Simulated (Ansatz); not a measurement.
# BH3Br− (SMILES [BH3-]Br) at B2PLYP/STO-3G

Aim: the energy change on altering one bond length of BH3Br− at B2PLYP/STO-3G, from 2 runs. 

The calculation is run with Ansatz 0.2.0.

11 further runs of the same task are left out: 8 that didn't finish, 3 set aside as unsound or not needed.

### 1 The structure to begin with

BH3Br− has 5 atoms, charge -1, and is taken as a singlet. As SMILES, `[BH3-]Br`. The coordinates come from a GFN2-xTB relaxation.

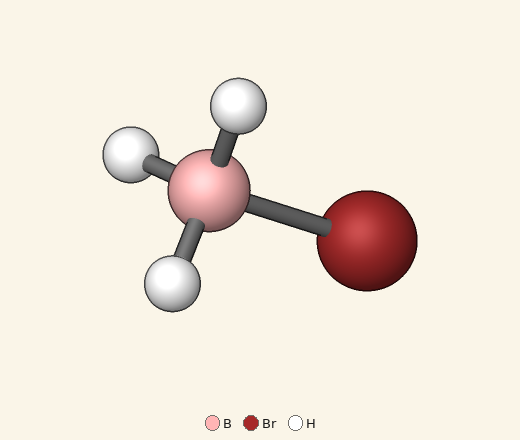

Viewed from a chosen angle; boron pink, bromine red, hydrogen white.

### 2 A single-point energy at B2PLYP/STO-3G

Contents of job.yaml:

```yaml
crystal:
  periodic: [false, false, false]
  atoms:
    - {symbol: B, position_ang: [0.105540, -0.047320, 0.145720]}
    - {symbol: Br, position_ang: [-1.044180, 0.467760, -1.441330]}
    - {symbol: H, position_ang: [1.234050, -0.217200, -0.260310]}
    - {symbol: H, position_ang: [-0.352540, -1.066680, 0.613040]}
    - {symbol: H, position_ang: [0.057130, 0.863440, 0.942890]}
basis:
  gaussian: {orbitals: STO-3G}
total_charge: -1
magnetization: {spin_polarized: false}
hamiltonian: {xc: {name: B2PLYP}}
correlation: {frozen_orbitals: {B: 1, Br: 9, H: 0}}
accuracy: high
```

Command:

```console
$ ansatz run job.yaml --threads 1 --pin off --max-ram 2610MiB --events-out events.jsonl --progress --plain --runs-dir runs
```

Log:

```text
Warning: RAYON_NUM_THREADS=1 ignored (pool sized by the plan → 1); use --threads N
Functional definition: B2PLYP
  name "B2PLYP"
  parameter a = 0.53
  parameter c = 0.27
  exchange = (1 - a)*b88_x + a*exact_x
  correlation = (1 - c)*lyp_c + c*(mp2_os + mp2_ss)
364 factors; integrals over basis functions are off by at most 3.8e-8 eV
mean field evaluation 1: about -69984.5130 eV, gradient 1.1e1 eV
mean field evaluation 2: about -69984.5244 eV, gradient 1.1e1 eV
mean field evaluation 4: about -69985.0679 eV, gradient 4.6e-1 eV
mean field evaluation 8: about -69985.0685 eV, gradient 2.5e-5 eV
mean field -69985.06853500 eV, -2571.9038310781 hartree, gradient 8.3e-8 eV, S^2 0.000000; 0 other end points of the search recorded, 0 dependent functions left out
10 core orbitals not correlated: weight in the atoms' cores, before any rotation towards them, 1.000 or more for the frozen orbitals, at most 0.000 for the correlated occupied ones
reference -69985.06855103 eV, -2571.9038316673 hartree; 12, 12 occupied and 4, 4 virtual orbitals, 364 factors
second order -1.58858632 eV of doubles, -0.00000000 eV of singles
Total energy: -69985.49746934 eV, -2571.9195941243 hartree
```

It took 1.6 s on 1 thread of Arm Neoverse V1, shared host; peak memory 0.098 GiB.

### 3 The distorted shape, same level

Contents of in.yaml:

```yaml
basis:
  gaussian:
    orbitals: STO-3G
crystal:
  periodic: [false, false, false]
  atoms:
    - {symbol: B, position_ang: [0.117644, -0.275043, -0.053602]}
    - {symbol: Br, position_ang: [-1.032076, 0.240037, -1.640652]}
    - {symbol: H, position_ang: [1.246154, -0.444923, -0.459632]}
    - {symbol: H, position_ang: [-0.340436, -1.294403, 0.413718]}
    - {symbol: H, position_ang: [0.057130, 0.863440, 0.942890]}
accuracy: high
correlation:
  frozen_orbitals: {B: 1, Br: 9, H: 0}
total_charge: -1
hamiltonian:
  xc: {name: B2PLYP}
```

Command:

```console
$ ansatz run in.yaml --threads 1 --pin off --max-ram 2610MiB --events-out events.jsonl --progress --plain --runs-dir runs
```

Log, cut to the lines that bear on the results:

```text
Warning: RAYON_NUM_THREADS=1 ignored (pool sized by the plan → 1); use --threads N
[... 6 set-up lines as earlier in the session ...]
363 factors; integrals over basis functions are off by at most 9.7e-8 eV
mean field evaluation 1: about -69983.1448 eV, gradient 1.4e1 eV
mean field evaluation 2: about -69983.1466 eV, gradient 1.4e1 eV
mean field evaluation 4: about -69983.9986 eV, gradient 5.5e-1 eV
mean field evaluation 8: about -69983.9990 eV, gradient 2.3e-4 eV
mean field -69983.99901834 eV, -2571.8645270658 hartree, gradient 1.6e-8 eV, S^2 0.000000; 0 other end points of the search recorded, 0 dependent functions left out
10 core orbitals not correlated: weight in the atoms' cores, before any rotation towards them, 1.000 or more for the frozen orbitals, at most 0.000 for the correlated occupied ones
reference -69983.99903468 eV, -2571.8645276661 hartree; 12, 12 occupied and 4, 4 virtual orbitals, 363 factors
second order -1.86036286 eV of doubles, -0.00000000 eV of singles
Total energy: -69984.50133265 eV, -2571.8829867761 hartree
```

It took 1.7 s on 1 thread of Arm Neoverse V1, shared host; peak memory 0.097 GiB.

### 4 Results

Level: B2PLYP/STO-3G, 10 core orbitals frozen.

```
                                                         quantity           value
                                        first shape: total energy  -2571.91959 Eh
                                    distorted shape: total energy  -2571.88299 Eh
energy change with the B1–H5 bond stretched from 1.211 to 1.514 Å        0.996 eV
```

What this shows: With the B1–H5 bond stretched from 1.211 to 1.514 Å the energy rises by 1.00 eV (23.0 kcal/mol). The first shape isn't relaxed at this level, so the change isn't measured from a minimum. The minimal basis adds a large error of its own.
